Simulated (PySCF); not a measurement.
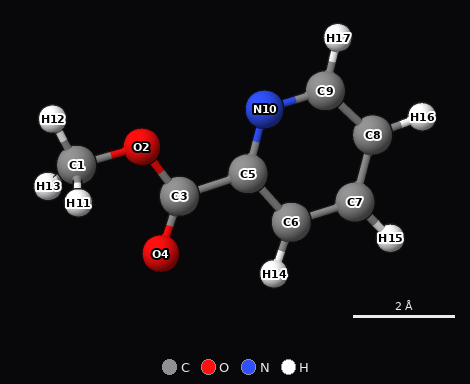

**Figure 1.** The input geometry of the first run (ball-and-stick view, seen at a tilt; atoms are numbered from 1 in the order of the input).

# What a change does: NMR shielding calculation on C₇H₇NO₂

System: C₇H₇NO₂, SMILES COC(=O)c1ccccn1.
Method of the first run: GIAO PBE/pcSseg-2 NMR shielding, non-relativistic, gas phase (PySCF 2.14.0).

The geometry comes from this level: PBE0-D3(BJ)/def2-SVP. Text and figures count atoms from 1; the logs count them from 0 in places.

**Input, the first run**
```
{"job": {"kind": "nmr", "xc": "PBE", "basis": "pcSseg-2", "pop": false}, "charge": 0, "multiplicity": 1}
C      3.344039     0.329596     0.546096
O      1.952384     0.580260     0.487967
C      1.216348    -0.392217    -0.033819
O      1.668921    -1.433700    -0.443006
C     -0.248558    -0.070656    -0.065300
C     -1.110285    -1.038789    -0.588952
C     -2.471774    -0.756844    -0.623219
C     -2.910537     0.471600    -0.136678
C     -1.961615     1.366092     0.363839
N     -0.660847     1.106251     0.401126
H      3.754747     0.160100    -0.460505
H      3.797867     1.219308     0.997329
H      3.557203    -0.559815     1.157862
H     -0.693109    -1.979151    -0.952047
H     -3.180753    -1.485224    -1.023953
H     -3.969544     0.738546    -0.142104
H     -2.276046     2.341090     0.753793
```

The first line tells a small driver script what to run in PySCF; the rest is the geometry in Å.

Hardware: 8 threads of Intel Xeon @ 2.50GHz (Skylake/Cascade Lake), 189 GiB of memory available, shared host.

**Output (the first run)**
```
coarse grid: 15176 points
cycle   1  E = -475.5802843260  dE =  1.566e+00  |g| = 1.035e+00  |ddm| = 3.098e+00
cycle   2  E = -474.6921582634  dE =  8.881e-01  |g| = 2.316e+00  |ddm| = 4.598e+00
cycle   3  E = -475.7111935352  dE = -1.019e+00  |g| = 5.940e-01  |ddm| = 3.760e+00
cycle   4  E = -475.7775855428  dE = -6.639e-02  |g| = 2.046e-01  |ddm| = 6.610e-01
cycle   5  E = -475.7834914686  dE = -5.906e-03  |g| = 8.409e-02  |ddm| = 1.778e-01
cycle   6  E = -475.7848702663  dE = -1.379e-03  |g| = 3.298e-02  |ddm| = 7.993e-02
cycle   7  E = -475.7851023398  dE = -2.321e-04  |g| = 1.378e-02  |ddm| = 3.884e-02
cycle   8  E = -475.7851503328  dE = -4.799e-05  |g| = 2.393e-03  |ddm| = 1.309e-02
cycle   9  E = -475.7851512368  dE = -9.040e-07  |g| = 1.359e-03  |ddm| = 2.757e-03
final grid: 149472 points
cycle  10  E = -475.7869393081  dE = -1.459e-04  |g| = 1.915e-02  |ddm| = 9.964e-02
cycle  11  E = -475.7867073577  dE =  2.320e-04  |g| = 3.887e-02  |ddm| = 4.131e-02
cycle  12  E = -475.7870037240  dE = -2.964e-04  |g| = 7.885e-03  |ddm| = 3.147e-02
cycle  13  E = -475.7870153938  dE = -1.167e-05  |g| = 1.964e-03  |ddm| = 6.956e-03
cycle  14  E = -475.7870160751  dE = -6.813e-07  |g| = 5.053e-04  |ddm| = 2.143e-03
cycle  15  E = -475.7870161198  dE = -4.465e-08  |g| = 2.453e-04  |ddm| = 5.515e-04
cycle  16  E = -475.7870161340  dE = -1.423e-08  |g| = 8.341e-05  |ddm| = 2.352e-04
cycle  17  E = -475.7870161356  dE = -1.571e-09  |g| = 2.530e-05  |ddm| = 9.092e-05
cycle  18  E = -475.7870161357  dE = -1.376e-10  |g| = 6.207e-06  |ddm| = 2.398e-05
converged SCF energy = -475.7870161357

GIAO shielding tensors (ppm)
atom      isotropic    diamagn.    paramagn.     s11        s22        s33       span
  0 C      124.671     236.459    -111.788     94.463    108.724    170.826     76.362
  1 O      131.997     393.489    -261.492    -51.444    199.843    247.592    299.036
  2 C        7.068     257.510    -250.443    -86.251     48.215     59.240    145.491
  3 O      -76.969     399.156    -476.125   -333.663   -225.520    328.276    661.938
  4 C       22.673     252.897    -230.224    -80.400     22.078    126.340    206.740
  5 C       46.241     259.150    -212.909    -66.757     30.136    175.344    242.101
  6 C       36.457     253.647    -217.190    -77.603     15.428    171.547    249.150
  7 C       45.832     254.505    -208.673    -68.697     38.623    167.569    236.266
  8 C       21.710     251.829    -230.119    -85.953     16.637    134.446    220.399
  9 N      -98.602     325.656    -424.258   -424.219   -160.702    289.116    713.335
 10 H       27.262      27.827      -0.565     24.002     25.135     32.649      8.647
 11 H       27.434      27.337       0.097     23.811     26.499     31.992      8.181
 12 H       27.268      27.847      -0.580     23.999     25.146     32.659      8.660
 13 H       22.606      33.978     -11.372     18.841     20.741     28.235      9.394
 14 H       23.356      29.203      -5.847     20.370     22.678     27.019      6.649
 15 H       23.812      28.202      -4.390     21.599     22.548     27.290      5.691
 16 H       22.261      30.683      -8.422     18.352     21.894     26.538      8.186
```

For the second run the input was changed thus:
```diff
-"xc": "PBE"
+"xc": "PBE0"
```

Predict how the results change.

The total energies belong to different methods, so their difference says nothing on which is more stable or more accurate. The HOMO goes from −5.96 to −7.56 eV. The LUMO goes from −2.57 to −1.70 eV. The dipole moment goes from 1.70 to 1.84 D. Of all shieldings, the largest change is that of O2, by +17.7 ppm. The functional changes from PBE to PBE0. Exact exchange removes part of the self-interaction error of semilocal functionals, which pushes filled and empty levels apart. The SCF takes 15 iterations against 18.

**Output (the second run)**
```
coarse grid: 15176 points
cycle   1  E = -475.6422499223  dE =  1.862e+00  |g| = 9.103e-01  |ddm| = 3.082e+00
cycle   2  E = -475.3089276190  dE =  3.333e-01  |g| = 1.627e+00  |ddm| = 2.407e+00
cycle   3  E = -475.7829720764  dE = -4.740e-01  |g| = 2.734e-01  |ddm| = 1.640e+00
cycle   4  E = -475.7956787530  dE = -1.271e-02  |g| = 1.106e-01  |ddm| = 3.169e-01
cycle   5  E = -475.7976866870  dE = -2.008e-03  |g| = 2.585e-02  |ddm| = 7.670e-02
cycle   6  E = -475.7978134678  dE = -1.268e-04  |g| = 1.103e-02  |ddm| = 2.718e-02
cycle   7  E = -475.7978410078  dE = -2.754e-05  |g| = 3.185e-03  |ddm| = 1.096e-02
cycle   8  E = -475.7978433025  dE = -2.295e-06  |g| = 6.916e-04  |ddm| = 3.179e-03
final grid: 149472 points
cycle   9  E = -475.7961254093  dE = -1.064e-04  |g| = 1.181e-02  |ddm| = 7.177e-02
cycle  10  E = -475.7960939108  dE =  3.150e-05  |g| = 1.768e-02  |ddm| = 2.077e-02
cycle  11  E = -475.7961520744  dE = -5.816e-05  |g| = 2.700e-03  |ddm| = 1.270e-02
cycle  12  E = -475.7961533941  dE = -1.320e-06  |g| = 6.808e-04  |ddm| = 2.161e-03
cycle  13  E = -475.7961534718  dE = -7.763e-08  |g| = 2.457e-04  |ddm| = 7.710e-04
cycle  14  E = -475.7961534840  dE = -1.226e-08  |g| = 4.932e-05  |ddm| = 2.190e-04
cycle  15  E = -475.7961534845  dE = -4.272e-10  |g| = 1.786e-05  |ddm| = 4.832e-05
converged SCF energy = -475.7961534845

GIAO shielding tensors (ppm)
atom      isotropic    diamagn.    paramagn.     s11        s22        s33       span
  0 C      130.162     236.276    -106.114    101.186    114.208    175.092     73.906
  1 O      149.672     394.947    -245.275    -36.027    224.894    260.148    296.175
  2 C        9.124     257.939    -248.815    -88.592     49.457     66.507    155.098
  3 O      -76.589     398.967    -475.557   -336.117   -231.442    337.790    673.907
  4 C       25.498     251.837    -226.339    -83.437     26.408    133.521    216.958
  5 C       48.617     258.613    -209.996    -67.915     32.317    181.450    249.365
  6 C       38.497     253.499    -215.002    -79.352     16.615    178.228    257.580
  7 C       48.695     254.224    -205.529    -69.316     41.282    174.119    243.435
  8 C       24.741     251.999    -227.258    -87.703     19.275    142.650    230.353
  9 N     -103.252     324.182    -427.434   -437.440   -169.416    297.101    734.541
 10 H       27.383      27.811      -0.428     24.011     25.282     32.855      8.845
 11 H       27.517      27.028       0.490     23.621     26.488     32.444      8.822
 12 H       27.388      27.833      -0.444     24.008     25.292     32.865      8.858
 13 H       22.556      33.919     -11.363     18.520     20.828     28.321      9.800
 14 H       23.296      29.130      -5.834     20.100     22.769     27.020      6.920
 15 H       23.737      28.089      -4.352     21.200     22.690     27.320      6.120
 16 H       22.292      30.685      -8.393     18.250     22.021     26.605      8.355
```

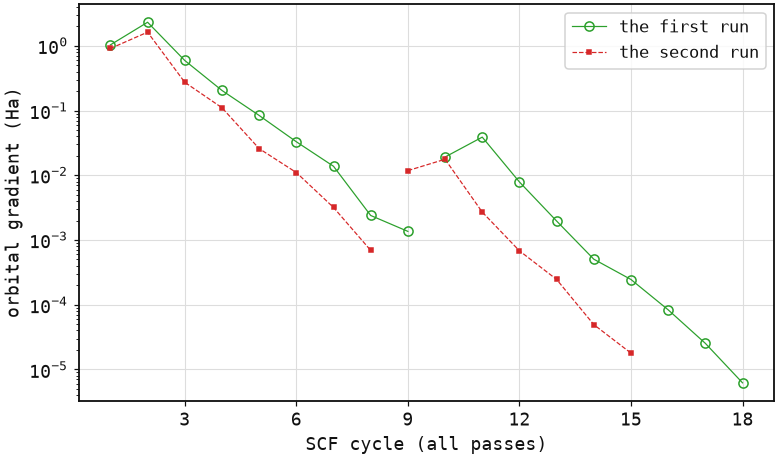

**Figure 2.** Convergence of the two runs: orbital gradient against the SCF cycle. A break in a curve parts two SCF passes (coarse and final grid). The first run takes 18 cycles in all, and the second run takes 15.

**The two runs side by side**

```csv
quantity,the first run,the second run
outcome,converged,converged
total energy (hartree),−475.787016,−475.796153
HOMO (eV),−5.96,−7.56
LUMO (eV),−2.57,−1.70
dipole moment (D),1.70,1.84
shielding of C1 (ppm),124.7,130.2
shielding of O2 (ppm),132.0,149.7
shielding of C5 (ppm),22.7,25.5
shielding of C6 (ppm),46.2,48.6
shielding of C8 (ppm),45.8,48.7
shielding of C9 (ppm),21.7,24.7
shielding of N10 (ppm),−98.6,−103.3
SCF iterations,18,15
basis functions,458,458
wall time (shared host),3.1 min,4.1 min
```
